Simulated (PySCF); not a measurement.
**CCSDT(Q)/STO-3G run of SiH2F− (SMILES F[SiH2-])**

What is the energy change on altering one bond length of SiH2F− at CCSDT(Q)/STO-3G? 

The calculation is run with PySCF 2.14.0.

9 further runs of the same task are left out: 9 set aside as unsound or not needed.

## 1. The system as given

The species is SiH2F− (4 atoms), meant as a singlet with charge -1. As SMILES, `F[SiH2-]`. The coordinates come from a GFN2-xTB relaxation.

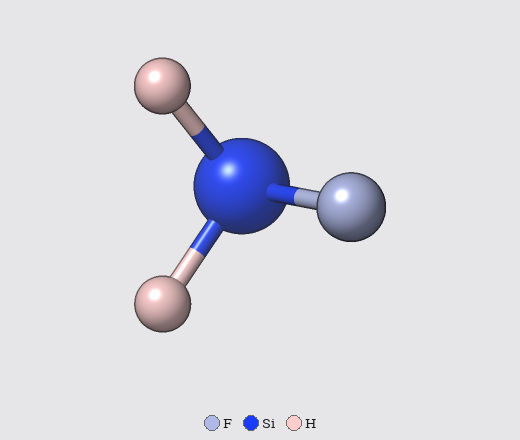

The structure, seen from a chosen angle (fluorine light blue, silicon blue, hydrogen pink).

## 2. A single-point energy at CCSDT(Q)/STO-3G

job.py reads:

```python
# F[SiH2-]
from pyscf import gto, scf, cc

mol = gto.M(
    atom='''
F        1.224230       0.690850      -0.383870
Si      -0.114010      -0.391590      -0.440070
H       -1.185360       0.658330      -0.143280
H        0.075140      -0.957590       0.967210
''',
    basis='sto-3g',
    charge=-1,
    spin=0,
    verbose=4,
    max_memory=1860,
)

hf = scf.RHF(mol)
hf.conv_tol = 1e-10
hf.kernel()
if not hf.converged:
    hf = hf.newton().run(hf.mo_coeff, hf.mo_occ)

mycc = cc.CCSDT(hf, frozen=6)
mycc.kernel()
e_bracket, e_q = mycc.ccsdt_q()
etot = mycc.e_tot + e_q
print('E = %.10f Eh' % etot)
```

On the command line:

```bash
$ OMP_NUM_THREADS=1 python job.py
```

The log of the run:

```text
PySCF version 2.14.0

[INPUT] num. atoms = 4
[INPUT] num. electrons = 26
[INPUT] charge = -1
[INPUT] spin (= nelec alpha-beta = 2S) = 0
[INPUT] symmetry False subgroup None
[INPUT] Mole.unit = angstrom
[INPUT] Symbol           X                Y                Z      unit          X                Y                Z       unit  Magmom
[INPUT]  1 F      1.224230000000   0.690850000000  -0.383870000000 AA    2.313459413476   1.305517293156  -0.725409167437 Bohr   0.0
[INPUT]  2 Si    -0.114010000000  -0.391590000000  -0.440070000000 AA   -0.215447675462  -0.739997853118  -0.831611775637 Bohr   0.0
[INPUT]  3 H     -1.185360000000   0.658330000000  -0.143280000000 AA   -2.240005759014   1.244063399585  -0.270759959128 Bohr   0.0
[INPUT]  4 H      0.075140000000  -0.957590000000   0.967210000000 AA    0.141994021000  -1.809582839622   1.827762004941 Bohr   0.0

[... 44 lines left out ...]
converged SCF energy = -384.588154820772
[... 16 lines left out ...]
WARN: A large `blksize` is being used, which may cause large memory consumption
[... 13 lines left out ...]
Init t2, MP2 energy = -384.632273705768  E_corr(MP2) -0.044118884996
[... 14 lines left out ...]
RCCSDT converged
[... 5 lines left out ...]
E = -384.6512644891 Eh
```

Wall time 1.1 s (1 thread of Arm Neoverse V2, shared host); peak memory 0.1 GiB.

## 3. The distorted shape

start.xyz reads:

```xyz
4
FH2Si
F      2.081299    -0.149075    -0.621299
Si     0.743059    -1.231515    -0.677499
H     -1.185360     0.658330    -0.143280
H      0.932209    -1.797515     0.729781
```

job.py reads:

```python
from pyscf import gto, scf, cc

mol = gto.M(
    atom='start.xyz',
    basis='sto-3g',
    charge=-1,
    verbose=3,
    max_memory=1860,
)

hf = scf.RHF(mol)
hf.conv_tol = 1e-10
hf.kernel()
if not hf.converged:
    hf = hf.newton().run(hf.mo_coeff, hf.mo_occ)

mycc = cc.CCSDT(hf, frozen=6)
mycc.kernel()
e_bracket, e_q = mycc.ccsdt_q()
etot = mycc.e_tot + e_q
print(f'total energy: {etot:.8f} hartree')
```

On the command line:

```bash
$ OMP_NUM_THREADS=1 python job.py
```

The log of the run:

```text
converged SCF energy = -384.416694608865
_make_eris_incore_RCCSDT

WARN: A large `blksize` is being used, which may cause large memory consumption
      for storing contraction intermediates. If memory is sufficient, consider using
      `pyscf.cc.rccsdt_highm.RCCSDT` instead.

RCCSDT converged
E(RCCSDT) = -384.516709145301   E_corr = -0.1000145364361619
E_corr(same-spin) = -0.00572831333482877
E_corr(oppo-spin) = -0.0942862231013332
_make_eris_incore_RCCSDT
total energy: -384.51658934 hartree
```

Wall time 1.1 s (1 thread of Arm Neoverse V2, shared host); peak memory 0.1 GiB.

## 4. Results

Level: CCSDT(Q)/STO-3G, 6 core orbitals frozen.

| quantity | value |
| --- | --- |
| first shape: total energy | -384.65126 Eh |
| first shape: HOMO energy (Hartree–Fock orbitals) | 3.37 eV |
| first shape: LUMO energy (Hartree–Fock orbitals) | 21.60 eV |
| first shape: HOMO–LUMO gap (to an unbound level, set by the basis) | 18.23 eV |
| first shape: correlation energy (6 core orbitals frozen) | -63.1 mEh |
| first shape: T1 diagnostic | 0.009 |
| distorted shape: total energy | -384.51659 Eh |
| distorted shape: HOMO energy (Hartree–Fock orbitals) | 3.91 eV |
| distorted shape: LUMO energy (Hartree–Fock orbitals) | 13.23 eV |
| distorted shape: HOMO–LUMO gap (to an unbound level, set by the basis) | 9.32 eV |
| distorted shape: correlation energy (6 core orbitals frozen) | -99.9 mEh |
| distorted shape: T1 diagnostic | 0.051 |
| energy change with the Si2–H3 bond stretched from 1.529 to 2.752 Å | 3.665 eV |

With the Si2–H3 bond stretched from 1.529 to 2.752 Å the energy rises by 3.66 eV (354 kJ/mol). The first shape isn't relaxed at this level, so the change isn't measured from a minimum. The minimal basis adds a large error of its own. Mulliken charges (first shape) of the mean-field density run from -0.45 on F1 to +0.16 on Si2. The HOMO (first shape) lies at positive energy, 3.37 eV: the electron is unbound at this level or held by a compact basis; values depend on the basis. The T1 diagnostic (distorted shape) of 0.051 is above the customary mark for such species, so a single reference may not serve. Mulliken charges (distorted shape) of the mean-field density run from -0.63 on H3 to +0.34 on Si2; they depend strongly on the basis. The HOMO (distorted shape) lies at positive energy, 3.91 eV: the electron is unbound at this level or held by a compact basis; values depend on the basis.
